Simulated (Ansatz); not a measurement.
Dy₃Re

Input

```
crystal:
  lattice:
    - [5.7687878389, 0.0, 0.0]
    - [0.0, 5.7687878389, 0.0]
    - [0.0, 0.0, 5.7687878389]
  atoms:
    - { symbol: Dy, position: [0.25, 0.0, 0.5] }
    - { symbol: Dy, position: [0.5, 0.75, 0.0] }
    - { symbol: Dy, position: [0.75, 0.0, 0.5] }
    - { symbol: Dy, position: [0.5, 0.25, 0.0] }
    - { symbol: Dy, position: [0.0, 0.5, 0.75] }
    - { symbol: Dy, position: [0.0, 0.5, 0.25] }
    - { symbol: Re, position: [0.0, 0.0, 0.0] }
    - { symbol: Re, position: [0.5, 0.5, 0.5] }
basis:
  ecutwfc: 630
kpoints:
  mp_grid: { grid: [8, 8, 8] }
hamiltonian:
  xc: pbe
  pseudopotentials:
    kind: paw
    azcp: { Dy: "pseudopotentials/pbe/nc/lanthanide_3plus/Dy.nc.azcp" }
scf:
  occupations: { method: gaussian, width: 0.1 }
output:
  forces: true
  stress: true
  eigenvalues: true
  write_density: true
  write_potential: true
  elf: true
  volumetric_format: npy
relax:
  adjacent_minimum: "off"
  f_tol: 0.01
  max_steps: 80
  cell: { stress_tol: 0.05 }
```

Run with:

```sh
ansatz run input.yaml --threads 1 --pin off --max-ram 2560MiB --backend cpu --events-out ev --progress --plain --runs-dir out
```

Below, planes, directions and counts refer to the conventional cell (a = 5.78 Å, b = 5.78 Å, c = 5.78 Å, α = 90.00°, β = 90.00°, γ = 90.00°).

The fields are those of the run's last geometry, not of the input's.

Space group Pm-3n; a structure generated by program, which may or may not match a known phase; computed without spin polarisation; no Hubbard U on the f states and no spin–orbit coupling.

Method: DFT PBE, scalar-relativistic, plane waves, PAW; 4f electrons in the core of a trivalent norm-conserving potential in Ansatz 0.2.0.

Question: Predict the valence pseudo-density and electron localisation function between the atoms.

Answer: Dy–Dy (2.89 Å): the density is about 0.18 e/Å³ at the midpoint; the ELF is about 0.05 at the midpoint; no shared electron pair shows on this line.
Dy–Re (3.23 Å): ρ is about 0.2 e/Å³ halfway; the ELF is about 0.30 at the midpoint: no shared electron pair shows on this line.

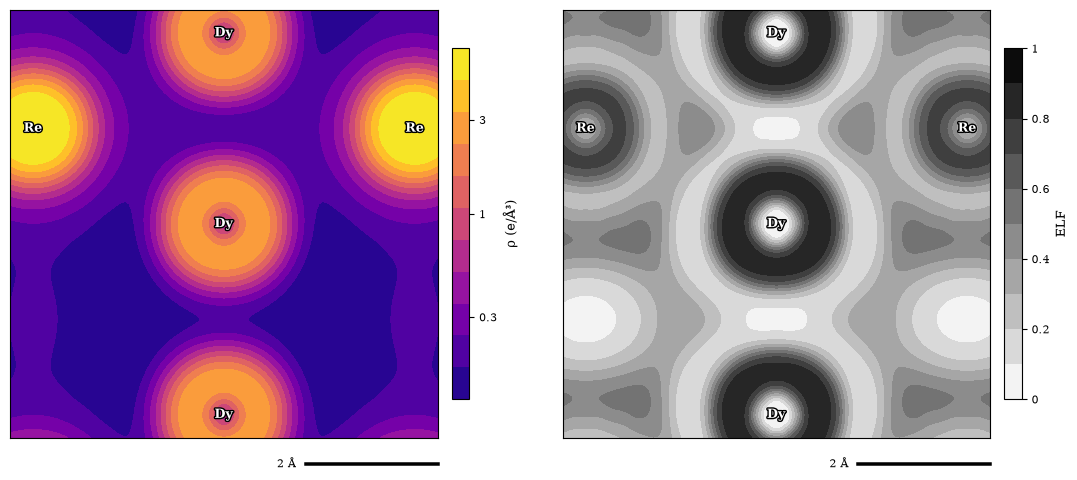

Computed valence pseudo-density and electron localisation function on the (001) plane of the conventional cell, in this order. 

In a pseudopotential calculation such maps are meaningful between the atoms, not at the nuclei.
